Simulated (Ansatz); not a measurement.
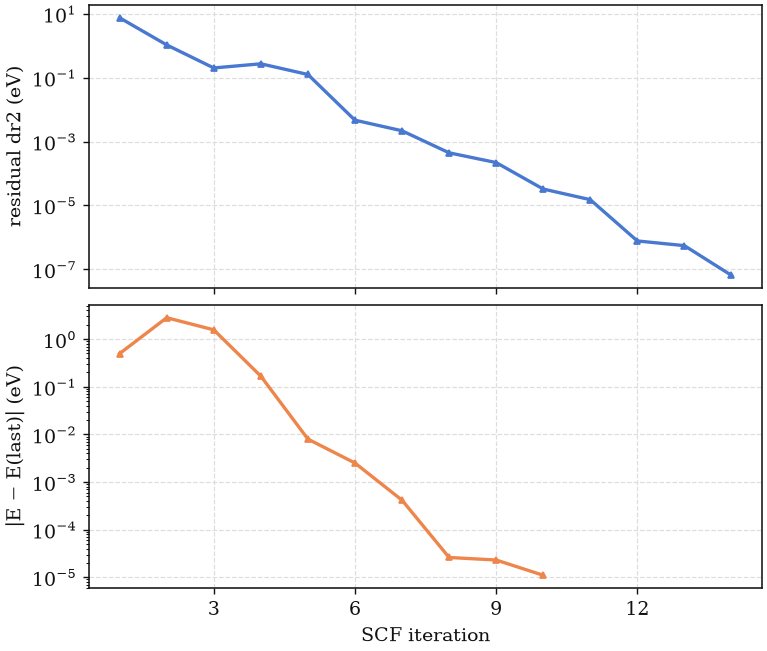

The plot shows the SCF iterations of a calculation: density residual dr2, distance of the Harris–Foulkes energy from its last value. Energy differences below 3 × 10⁻⁶ eV aren't drawn. dr2 is the charge part; the magnetisation has a residual of its own.

Fe5Co (6 atoms in the cell), run with Ansatz.

```
crystal:
  lattice:
    - [2.8424291, 0.0, 0.0]
    - [0.0, 2.8424291, 0.0]
    - [0.0, 0.0, 8.5644352]
  atoms:
    - { symbol: Fe, position: [0.0, 0.0, 0.834146], spin: 2.51 }
    - { symbol: Fe, position: [0.5, 0.5, 0.0], spin: 2.45 }
    - { symbol: Fe, position: [0.0, 0.0, 0.165854], spin: 2.51 }
    - { symbol: Fe, position: [0.5, 0.5, 0.334578], spin: 2.85 }
    - { symbol: Fe, position: [0.5, 0.5, 0.665422], spin: 2.85 }
    - { symbol: Co, position: [0.0, 0.0, 0.5], spin: 1.97 }
  symmetry: { detect: false }
basis:
  ecutwfc: 420
kpoints:
  mp_grid: { grid: [14, 14, 6] }
hamiltonian:
  xc: pbe
scf:
  occupations: { method: gaussian, width: 0.1 }
output:
  forces: true
  eigenvalues: true
  stress: true
magnetization:
  spin_polarized: true
```

Run as:
```bash
ansatz run input.yaml --threads 4 --pin off --max-ram 8192MiB --backend cpu --events-out ev --progress --plain --runs-dir out
```

How did this run end?

It was still iterating, at step 14, when the time limit ended it. The residual is still falling at the last step (down to 7 × 10⁻⁸). From the first spectrum the program read the system as a metal and chose the Kerker preconditioner.

What is the residual at the start and at the end?

It starts near 7 and ends near 7 × 10⁻⁸ eV.
